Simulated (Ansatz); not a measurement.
Pulling on the Ga1–Cl4 bond in ClGaH2 (SMILES [Cl][GaH2]) (multiplicity 1 held, fragments rigid). Energies count from the point at 2.166 Å.
Geometry at that point (charge 0, multiplicity 1):
```tsv
atom	x (Å)	y (Å)	z (Å)
Ga	-0.0029	-0.2319	-0.6712
H	-1.4091	-0.3118	-1.3346
H	1.3979	-0.5822	-1.2533
Cl	0.0059	0.4754	1.3761
```

Unrestricted levels (U-) break spin symmetry where that is lower.

Frozen-core correlation. Filled d and f shells under p-block atoms count as core.

Run with Ansatz (an electronic-structure program) with Gaussian orbitals. 

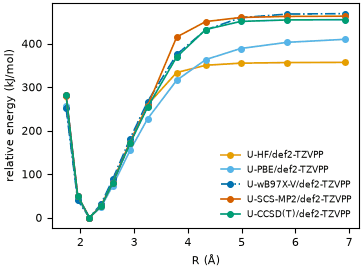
Fig. 1. Relative energy along the coordinate

Doubts at one or more of the structures used: a spin-contaminated determinant (U-HF/def2-TZVPP, U-PBE/def2-TZVPP, U-wB97X-V/def2-TZVPP, U-SCS-MP2/def2-TZVPP, U-CCSD(T)/def2-TZVPP); T1 above 0.05 (U-CCSD(T)/def2-TZVPP); the program's own flag: other amplitudes (U-CCSD(T)/def2-TZVPP).
